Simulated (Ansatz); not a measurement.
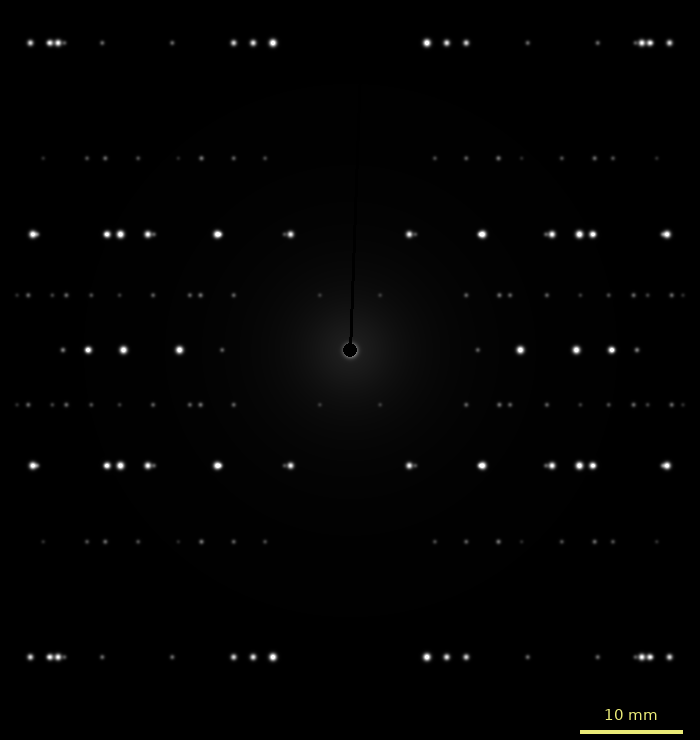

Simulated X-ray rotation photograph: Cu Kα radiation (λ = 1.5418 Å), cylindrical film of radius 30.0 mm unrolled, rotation axis vertical and normal to the beam, kinematic intensities without Lorentz or polarisation factors, the film spanning ±63° about the beam; spots down to d = 1.35 Å.

Measure the layer lines and find the identity period along the axis.

The first layer line lies 5.4 mm from the equator, so tan ν = 0.180, sin ν = 0.178 and the period is λ/sin ν = 8.68 Å. Further lines follow at 11.4, 18.9, 30.3 mm.

The crystal is AlAs2, space group P4/nmm (No. 129), a = 4.24 Å, c = 7.57 Å. Structure: coordinates from a relaxation with DFT PBE, scalar-relativistic, plane waves, PAW (Ansatz); the starting structure was generated, so it need not be a known form of this composition.

About which axis was it rotated?

About [101] (or an equivalent direction), whose length in the conventional cell is 8.682 Å.
